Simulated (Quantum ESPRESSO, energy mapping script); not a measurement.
**CoO: exchange couplings from total energies**

Wanted: the magnetic order of CoO, its couplings and an estimate of its ordering temperature, by PBE+U (3.5 eV), QE, GBRV.

Main program and level: Quantum ESPRESSO 7.5; PBE with U = 3.5 eV on Co d, ortho-atomic projectors; plane waves, U on orthogonalised atomic orbitals unless named otherwise, collinear spin, no spin–orbit coupling.

### Step 1. Set-up

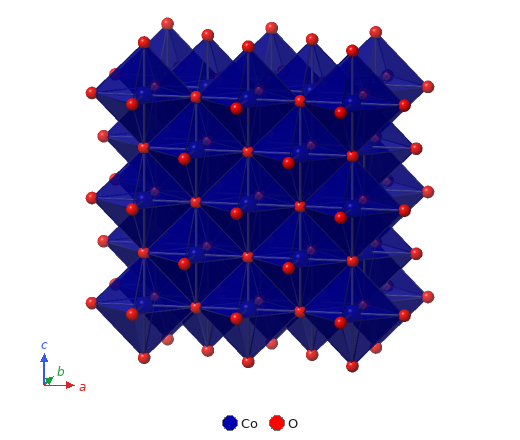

Start, viewed slightly off an axis; cobalt blue, oxygen red. 2×1×2 cells are drawn. This picture shows the conventional cell, with its axes. Some periodic images of atoms are drawn too.

A Hubbard U penalises fractional filling of the shell. It raises the cost of virtual hops to the neighbours, so couplings that rest on such hops usually weaken. These runs use Quantum ESPRESSO.

### Step 2. Run 1 (parallel; cell A, 4 atoms)

The parallel order is the zero of energy for this cell and mesh.

The potential files are GBRV's for PBE; pw.x takes the functional from them.

Contents of pw.in:

```
&control
  calculation = 'scf'
  prefix = 'pw'
  outdir = './tmp/'
  pseudo_dir = './pseudo/'
  verbosity = 'low'
/
&system
  ibrav = 0
  nat = 4
  ntyp = 2
  ecutwfc = 45
  ecutrho = 360
  nbnd = 38
  occupations = 'smearing'
  smearing = 'fd'
  degauss = 0.00367493
  nspin = 2
  starting_magnetization(1) = 0.1765
/
&electrons
  conv_thr = 1.0e-08
  electron_maxstep = 120
  mixing_beta = 0.3
  mixing_mode = 'plain'
/
ATOMIC_SPECIES
  Co 58.9332 Co.upf
  O 15.9990 O.upf
CELL_PARAMETERS angstrom
  0.00000000 -2.13150000 -2.13150000
  0.00000000 2.13150000 -2.13150000
  4.26300000 0.00000000 0.00000000
ATOMIC_POSITIONS crystal
  Co 0.50000000 0.50000000 0.50000000
  Co 0.00000000 0.00000000 0.00000000
  O 0.50000000 0.50000000 0.00000000
  O 0.00000000 0.00000000 0.50000000
K_POINTS automatic
  10 10 7 0 0 0
HUBBARD {ortho-atomic}
U Co-3d 3.5
```

Command:

```console
$ OMP_NUM_THREADS=1 mpirun -n 8 pw.x -nk 8 -in pw.in > pw.out
```

Log:

```text
Program PWSCF v.7.5 starts
[...]
unit-cell volume          =     261.4042 (a.u.)^3
     number of atoms/cell      =            4
[...]
number of electrons       =        46.00
     number of Kohn-Sham states=           38
     kinetic-energy cutoff     =      45.0000  Ry
     charge density cutoff     =     360.0000  Ry
     scf convergence threshold =      1.0E-08
[...]
Exchange-correlation= SLA  PW   PBE  PBE
[...]
Hubbard projectors: ortho-atomic
     Hubbard parameters of DFT+U (Dudarev formulation) in eV:
[...]
atomic species   magnetization
[...]
16 Sym. Ops., with inversion, found
[...]
number of k points=    84  Fermi-Dirac smearing, width (Ry)=  0.0037
[...]
Number of occupied Hubbard levels =   14.0000
     Atomic wfc used for Hubbard projectors are orthogonalized
[...]
iteration #  1     ecut=    45.00 Ry     beta= 0.30
[...]
Number of occupied Hubbard levels =   11.1418
     total energy              =    -657.61669088 Ry
     estimated scf accuracy    <      12.07794272 Ry
     total magnetization       =     7.32 Bohr mag/cell
     absolute magnetization    =     7.49 Bohr mag/cell
     iteration #  2     ecut=    45.00 Ry     beta= 0.30
[...]
total energy              =    -659.52797730 Ry
     estimated scf accuracy    <      10.09055272 Ry
     total magnetization       =     2.09 Bohr mag/cell
     absolute magnetization    =     2.14 Bohr mag/cell
     iteration #  3     ecut=    45.00 Ry     beta= 0.30
[...]
total energy              =    -661.12506627 Ry
     estimated scf accuracy    <       0.41373787 Ry
     total magnetization       =     6.04 Bohr mag/cell
     absolute magnetization    =     6.10 Bohr mag/cell
     iteration #  4     ecut=    45.00 Ry     beta= 0.30
[...]
total energy              =    -661.16272565 Ry
     estimated scf accuracy    <       0.11107740 Ry
     total magnetization       =     6.00 Bohr mag/cell
     absolute magnetization    =     6.04 Bohr mag/cell
     iteration #  5     ecut=    45.00 Ry     beta= 0.30
[...]
total energy              =    -661.18580100 Ry
     estimated scf accuracy    <       0.56629998 Ry
     total magnetization       =     5.64 Bohr mag/cell
     absolute magnetization    =     5.67 Bohr mag/cell
     iteration #  6     ecut=    45.00 Ry     beta= 0.30
[...]
total energy              =    -661.18915528 Ry
     estimated scf accuracy    <       0.16354416 Ry
     total magnetization       =     5.52 Bohr mag/cell
     absolute magnetization    =     5.56 Bohr mag/cell
     iteration #  7     ecut=    45.00 Ry     beta= 0.30
[...]
total energy              =    -661.19391983 Ry
     estimated scf accuracy    <       0.03338091 Ry
     total magnetization       =     5.70 Bohr mag/cell
     absolute magnetization    =     5.74 Bohr mag/cell
     iteration #  8     ecut=    45.00 Ry     beta= 0.30
[...]
total energy              =    -661.18478433 Ry
     estimated scf accuracy    <       0.03578469 Ry
     total magnetization       =     5.62 Bohr mag/cell
     absolute magnetization    =     5.67 Bohr mag/cell
     iteration #  9     ecut=    45.00 Ry     beta= 0.30
[...]
total energy              =    -661.18949585 Ry
     estimated scf accuracy    <       0.00573234 Ry
     total magnetization       =     5.86 Bohr mag/cell
     absolute magnetization    =     5.90 Bohr mag/cell
     iteration # 10     ecut=    45.00 Ry     beta= 0.30
[...]
total energy              =    -661.19005113 Ry
     estimated scf accuracy    <       0.00124657 Ry
     total magnetization       =     5.94 Bohr mag/cell
     absolute magnetization    =     5.98 Bohr mag/cell
[...]
total energy              =    -661.19040051 Ry
[...]
iteration # 17     ecut=    45.00 Ry     beta= 0.30
[...]
total energy              =    -661.19040280 Ry
     estimated scf accuracy    <       0.00000116 Ry
     total magnetization       =     5.99 Bohr mag/cell
     absolute magnetization    =     6.04 Bohr mag/cell
     iteration # 18     ecut=    45.00 Ry     beta= 0.30
[...]
total energy              =    -661.19040295 Ry
     estimated scf accuracy    <       0.00000015 Ry
     total magnetization       =     5.99 Bohr mag/cell
     absolute magnetization    =     6.04 Bohr mag/cell
     iteration # 19     ecut=    45.00 Ry     beta= 0.30
[...]
total energy              =    -661.19040297 Ry
     estimated scf accuracy    <       0.00000001 Ry
     total magnetization       =     5.99 Bohr mag/cell
     absolute magnetization    =     6.04 Bohr mag/cell
     iteration # 20     ecut=    45.00 Ry     beta= 0.30
[...]
total energy              =    -661.19040298 Ry
     estimated scf accuracy    <       0.00000002 Ry
     total magnetization       =     5.99 Bohr mag/cell
     absolute magnetization    =     6.04 Bohr mag/cell
     iteration # 21     ecut=    45.00 Ry     beta= 0.30
[...]
Magnetic moment per site  (integrated on atomic sphere of radius R)
     atom   1 (R=0.292)  charge= 14.5954  magn=  2.6123
     atom   2 (R=0.292)  charge= 14.5955  magn=  2.6123
     atom   3 (R=0.292)  charge=  5.7897  magn=  0.2789
     atom   4 (R=0.292)  charge=  5.7897  magn=  0.2789
     End of self-consistent calculation
     =================== HUBBARD OCCUPATIONS ===================
     ------------------------ ATOM    1 ------------------------
     Tr[ns(  1)] (up, down, total) =   4.97602  2.30785  7.28387
     Atomic magnetic moment for atom   1 =   2.66816
     SPIN  1
     eigenvalues:
       0.995  0.995  0.995  0.995  0.995
     eigenvectors (columns):
      -0.000  0.000 -0.000 -0.866 -0.500
      -0.262  0.965 -0.000  0.000  0.000
      -0.000  0.000  1.000 -0.000  0.000
       0.000  0.000 -0.000 -0.500  0.866
       0.965  0.262  0.000  0.000 -0.000
     occupation matrix ns (before diag.):
       0.995 -0.000 -0.000 -0.000  0.000
      -0.000  0.995 -0.000  0.000  0.000
      -0.000 -0.000  0.995  0.000  0.000
      -0.000  0.000  0.000  0.995 -0.000
[...]
SPIN  2
     eigenvalues:
[...]
eigenvectors (columns):
[...]
occupation matrix ns (before diag.):
[...]
------------------------ ATOM    2 ------------------------
     Tr[ns(  2)] (up, down, total) =   4.97602  2.30792  7.28394
     Atomic magnetic moment for atom   2 =   2.66810
     SPIN  1
     eigenvalues:
[...]
eigenvectors (columns):
[...]
occupation matrix ns (before diag.):
[...]
SPIN  2
     eigenvalues:
[...]
eigenvectors (columns):
[...]
occupation matrix ns (before diag.):
       0.128 -0.000 -0.000  0.000  0.000
      -0.000  0.684 -0.000  0.000  0.000
      -0.000 -0.000  0.684  0.000  0.000
       0.000  0.000  0.000  0.128 -0.000
       0.000  0.000  0.000 -0.000  0.684
     Number of occupied Hubbard levels =   14.5678
     Number of k-points >= 100: set verbosity='high' to print the bands.
     the Fermi energy is    13.1918 ev
!    total energy              =    -661.19040298 Ry
     estimated scf accuracy    <          2.0E-09 Ry
     smearing contrib. (-TS)   =      -0.00522223 Ry
     internal energy E=F+TS    =    -661.18518075 Ry
     The total energy is F=E-TS. E is the sum of the following terms:
     one-electron contribution =    -365.81835351 Ry
     hartree contribution      =     209.60413520 Ry
     xc contribution           =     -80.07566963 Ry
     ewald contribution        =    -425.12572344 Ry
     Hubbard energy            =       0.23043063 Ry
     total magnetization       =     5.99 Bohr mag/cell
     absolute magnetization    =     6.04 Bohr mag/cell
     convergence has been achieved in  21 iterations
=------------------------------------------------------------------------------=
   JOB DONE.
=------------------------------------------------------------------------------=
```

It took 29 s on 8 MPI ranks of Arm Neoverse V1, shared host; peak memory 0.77 GiB; 3.9 min of CPU time.

Spin moment in the sphere by atom:

```csv
atom,spin moment in the sphere (μB)
Co1,2.61
Co2,2.61
O3,0.28
O4,0.28
```

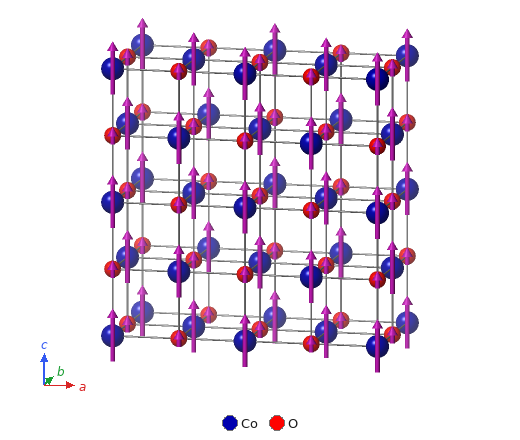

Spin moment in the sphere as arrows, the longest 2.61 μB. Up and down stand for the sign. Arrows give size and sign along the axis of quantisation, drawn up and down the page. Each arrow also spans its atom, so small moments look longer than they are. 2×1×2 conventional cells are drawn. Some periodic images of atoms are drawn too.

The run ends ferromagnetic.

### Step 3. Order 2: compensated +−, cell A of 4 atoms

This order reverses 8 of the 12 neighbours at 3.01 Å, 0 of the 6 neighbours at 4.26 Å and 16 of the 24 neighbours at 5.22 Å, counted for an average magnetic atom.

pw.in, as its differences from that of step 2:

```diff
@@ -10,6 +10,6 @@
   nat = 4
-  ntyp = 2
+  ntyp = 3
   ecutwfc = 45
   ecutrho = 360
-  nbnd = 38
+  nbnd = 35
   occupations = 'smearing'
@@ -19,2 +19,3 @@
   starting_magnetization(1) = 0.1765
+  starting_magnetization(2) = -0.1765
 /
@@ -27,3 +28,4 @@
 ATOMIC_SPECIES
-  Co 58.9332 Co.upf
+  Co1 58.9332 Co.upf
+  Co2 58.9332 Co.upf
   O 15.9990 O.upf
@@ -34,4 +36,4 @@
 ATOMIC_POSITIONS crystal
-  Co 0.50000000 0.50000000 0.50000000
-  Co 0.00000000 0.00000000 0.00000000
+  Co1 0.50000000 0.50000000 0.50000000
+  Co2 0.00000000 0.00000000 0.00000000
   O 0.50000000 0.50000000 0.00000000
@@ -41,2 +43,3 @@
 HUBBARD {ortho-atomic}
-U Co-3d 3.5
+U Co1-3d 3.5
+U Co2-3d 3.5
```

Log:

```text
[banner, memory and clock lines left out]
Program PWSCF v.7.5 starts
[...]
unit-cell volume          =     261.4042 (a.u.)^3
     number of atoms/cell      =            4
[...]
number of electrons       =        46.00
     number of Kohn-Sham states=           35
     kinetic-energy cutoff     =      45.0000  Ry
     charge density cutoff     =     360.0000  Ry
     scf convergence threshold =      1.0E-08
[...]
Exchange-correlation= SLA  PW   PBE  PBE
[...]
Hubbard projectors: ortho-atomic
     Hubbard parameters of DFT+U (Dudarev formulation) in eV:
[...]
atomic species   magnetization
[...]
16 Sym. Ops., with inversion, found
[...]
number of k points=    84  Fermi-Dirac smearing, width (Ry)=  0.0037
[...]
Number of occupied Hubbard levels =   14.0000
     Atomic wfc used for Hubbard projectors are orthogonalized
[...]
iteration #  1     ecut=    45.00 Ry     beta= 0.30
[...]
Number of occupied Hubbard levels =   11.0137
     total energy              =    -657.45340727 Ry
     estimated scf accuracy    <      12.29053164 Ry
     total magnetization       =     0.00 Bohr mag/cell
     absolute magnetization    =     7.64 Bohr mag/cell
     iteration #  2     ecut=    45.00 Ry     beta= 0.30
[...]
total energy              =    -659.40990670 Ry
     estimated scf accuracy    <      11.00471962 Ry
     total magnetization       =     0.00 Bohr mag/cell
     absolute magnetization    =     2.05 Bohr mag/cell
     iteration #  3     ecut=    45.00 Ry     beta= 0.30
[...]
total energy              =    -661.10609459 Ry
     estimated scf accuracy    <       0.38834101 Ry
     total magnetization       =    -0.01 Bohr mag/cell
     absolute magnetization    =     5.86 Bohr mag/cell
[...]
total energy              =    -661.18410147 Ry
[...]
iteration # 38     ecut=    45.00 Ry     beta= 0.30
[...]
total energy              =    -661.18410148 Ry
     estimated scf accuracy    <       0.00000007 Ry
     total magnetization       =    -0.00 Bohr mag/cell
     absolute magnetization    =     5.12 Bohr mag/cell
     iteration # 39     ecut=    45.00 Ry     beta= 0.30
[...]
Magnetic moment per site  (integrated on atomic sphere of radius R)
     atom   1 (R=0.292)  charge= 14.6349  magn=  2.3801
     atom   2 (R=0.292)  charge= 14.6350  magn= -2.3801
     atom   3 (R=0.292)  charge=  5.7611  magn= -0.0430
     atom   4 (R=0.292)  charge=  5.7611  magn=  0.0430
     End of self-consistent calculation
     =================== HUBBARD OCCUPATIONS ===================
     ------------------------ ATOM    1 ------------------------
     Tr[ns(  1)] (up, down, total) =   4.90542  2.45311  7.35853
     Atomic magnetic moment for atom   1 =   2.45231
     SPIN  1
     eigenvalues:
       0.958  0.967  0.993  0.993  0.994
     eigenvectors (columns):
       0.866 -0.500 -0.000  0.000  0.000
       0.000 -0.000  0.228 -0.974  0.000
[...]
occupation matrix ns (before diag.):
[...]
SPIN  2
     eigenvalues:
[...]
eigenvectors (columns):
[...]
occupation matrix ns (before diag.):
[...]
------------------------ ATOM    2 ------------------------
     Tr[ns(  2)] (up, down, total) =   2.45316  4.90547  7.35863
     Atomic magnetic moment for atom   2 =  -2.45231
     SPIN  1
     eigenvalues:
[...]
eigenvectors (columns):
[...]
occupation matrix ns (before diag.):
[...]
SPIN  2
     eigenvalues:
[...]
eigenvectors (columns):
[...]
occupation matrix ns (before diag.):
[...]
-0.004  0.000  0.000  0.965 -0.000
       0.000  0.000  0.000 -0.000  0.993
     Number of occupied Hubbard levels =   14.7172
     Number of k-points >= 100: set verbosity='high' to print the bands.
     the Fermi energy is    13.0773 ev
!    total energy              =    -661.18410148 Ry
     estimated scf accuracy    <          9.7E-09 Ry
     smearing contrib. (-TS)   =      -0.00583151 Ry
     internal energy E=F+TS    =    -661.17826997 Ry
     The total energy is F=E-TS. E is the sum of the following terms:
     one-electron contribution =    -366.41414418 Ry
     hartree contribution      =     210.20197399 Ry
     xc contribution           =     -80.05957957 Ry
     ewald contribution        =    -425.12572344 Ry
     Hubbard energy            =       0.21920322 Ry
     total magnetization       =    -0.00 Bohr mag/cell
     absolute magnetization    =     5.12 Bohr mag/cell
     convergence has been achieved in  39 iterations
```

The job ended after 49 s (8 MPI ranks; peak memory 0.78 GiB; 6.5 min of CPU time).

Spin moment in the sphere by atom:

```csv
atom,spin moment in the sphere (μB)
Co1,2.38
Co2,-2.38
O3,-0.04
O4,0.04
```

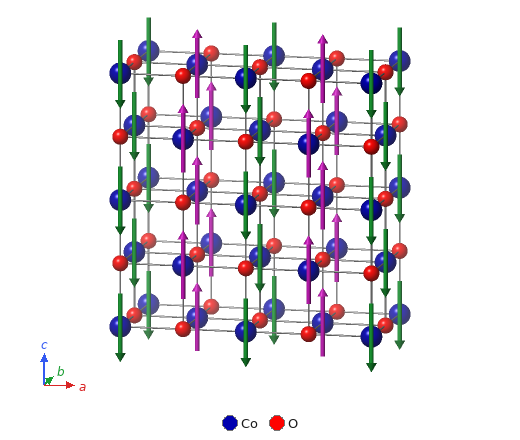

Spin moment in the sphere as arrows, the longest 2.38 μB. Up and down stand for the sign. Arrows give size and sign along the axis of quantisation, drawn up and down the page. The two directions have two colours. 2×1×2 conventional cells are drawn. Some periodic images of atoms are drawn too.

The run ends antiferromagnetic, 44.94 meV a magnetic atom above the parallel order of its cell, a difference that unlike orbital or electronic states can set, not exchange alone (energies taken at zero occupation width, not the printed F).

### Step 4. Parallel start in cell B (4 atoms)

A new cell needs its own zero of energy.

This run holds the same structure in another cell (c 4.263 → 5.221 Å, α 90.0 → 73.2°, β 90.0 → 73.2°, γ 90.0 → 60.0°).

Contents of pw.in:

```
&control
  calculation = 'scf'
  prefix = 'pw'
  outdir = './tmp/'
  pseudo_dir = './pseudo/'
  verbosity = 'low'
/
&system
  ibrav = 0
  nat = 4
  ntyp = 2
  ecutwfc = 45
  ecutrho = 360
  nbnd = 38
  occupations = 'smearing'
  smearing = 'fd'
  degauss = 0.00367493
  nspin = 2
  starting_magnetization(1) = 0.1765
/
&electrons
  conv_thr = 1.0e-08
  electron_maxstep = 120
  mixing_beta = 0.3
  mixing_mode = 'plain'
/
ATOMIC_SPECIES
  Co 58.9332 Co.upf
  O 15.9990 O.upf
CELL_PARAMETERS angstrom
  0.00000000 -2.13150000 -2.13150000
  -2.13150000 0.00000000 -2.13150000
  2.13150000 2.13150000 -4.26300000
ATOMIC_POSITIONS crystal
  Co 0.50000000 0.50000000 0.50000000
  Co 0.00000000 0.00000000 0.00000000
  O 0.75000000 0.75000000 0.75000000
  O 0.25000000 0.25000000 0.25000000
K_POINTS automatic
  11 11 11 0 0 0
HUBBARD {ortho-atomic}
U Co-3d 3.5
```

Log:

```text
[banner, memory and clock lines left out]
Program PWSCF v.7.5 starts
[...]
unit-cell volume          =     261.4042 (a.u.)^3
     number of atoms/cell      =            4
[...]
number of electrons       =        46.00
     number of Kohn-Sham states=           38
     kinetic-energy cutoff     =      45.0000  Ry
     charge density cutoff     =     360.0000  Ry
[...]
The total energy is F=E-TS. E is the sum of the following terms:
     one-electron contribution =    -365.81959727 Ry
     hartree contribution      =     209.60536567 Ry
     xc contribution           =     -80.07561788 Ry
     ewald contribution        =    -425.12572344 Ry
     Hubbard energy            =       0.23042510 Ry
     total magnetization       =     5.99 Bohr mag/cell
     absolute magnetization    =     6.04 Bohr mag/cell
     convergence has been achieved in  19 iterations
[key lines of the parts left out:]
!    total energy              =    -661.19039278 Ry
the Fermi energy is    13.1916 ev
```

Elapsed: 52 s, on 8 MPI ranks; peak memory 0.92 GiB; 6.9 min of CPU time.

The run ends ferromagnetic. For each magnetic atom its energy differs from the parallel run of the first cell by 0.15 meV, an error that one common reference would have brought in.

### Step 5. Run 4 (compensated +−; cell B, 4 atoms)

This order reverses 6 of the 12 neighbours at 3.01 Å, 6 of the 6 neighbours at 4.26 Å and 12 of the 24 neighbours at 5.22 Å, counted for an average magnetic atom.

pw.in, as its differences from that of step 4:

```diff
@@ -10,6 +10,6 @@
   nat = 4
-  ntyp = 2
+  ntyp = 3
   ecutwfc = 45
   ecutrho = 360
-  nbnd = 38
+  nbnd = 35
   occupations = 'smearing'
@@ -19,2 +19,3 @@
   starting_magnetization(1) = 0.1765
+  starting_magnetization(2) = -0.1765
 /
@@ -27,3 +28,4 @@
 ATOMIC_SPECIES
-  Co 58.9332 Co.upf
+  Co1 58.9332 Co.upf
+  Co2 58.9332 Co.upf
   O 15.9990 O.upf
@@ -34,4 +36,4 @@
 ATOMIC_POSITIONS crystal
-  Co 0.50000000 0.50000000 0.50000000
-  Co 0.00000000 0.00000000 0.00000000
+  Co1 0.50000000 0.50000000 0.50000000
+  Co2 0.00000000 0.00000000 0.00000000
   O 0.75000000 0.75000000 0.75000000
@@ -41,2 +43,3 @@
 HUBBARD {ortho-atomic}
-U Co-3d 3.5
+U Co1-3d 3.5
+U Co2-3d 3.5
```

Log:

```text
[banner, memory and clock lines left out]
Program PWSCF v.7.5 starts
[...]
unit-cell volume          =     261.4042 (a.u.)^3
     number of atoms/cell      =            4
[...]
number of electrons       =        46.00
     number of Kohn-Sham states=           35
     kinetic-energy cutoff     =      45.0000  Ry
     charge density cutoff     =     360.0000  Ry
[...]
The total energy is F=E-TS. E is the sum of the following terms:
     one-electron contribution =    -365.97773887 Ry
     hartree contribution      =     209.72853405 Ry
     xc contribution           =     -80.05475643 Ry
     ewald contribution        =    -425.12572344 Ry
     Hubbard energy            =       0.23834488 Ry
     total magnetization       =    -0.00 Bohr mag/cell
     absolute magnetization    =     5.44 Bohr mag/cell
     convergence has been achieved in  21 iterations
[key lines of the parts left out:]
!    total energy              =    -661.19619497 Ry
the Fermi energy is    13.1670 ev
```

Run time: 51 s. Hardware: 8 MPI ranks; peak memory 0.93 GiB.

The run ends antiferromagnetic, 40.80 meV a magnetic atom below the parallel order of its cell, a difference that unlike orbital or electronic states can set, not exchange alone (energies taken at zero occupation width, not the printed F).

[end of part 1 of 2]

[Logs and program files are shortened in this print: banners, set-up blocks, solver, clock and traceback lines can be left out without a mark of their own.]

[Logs are printed without paths, hosts, clocks, repeated set-up lines and the standing remarks that a program may print on its own settings, such as how far it seeks lower states.]

[Hosts, paths, dates, database ids (printed as entryN), source tags and the programs' standing remarks are cut or masked in the printed files.]

[Where a cell is said to come from a database of computed structures, the database is the Materials Project.]
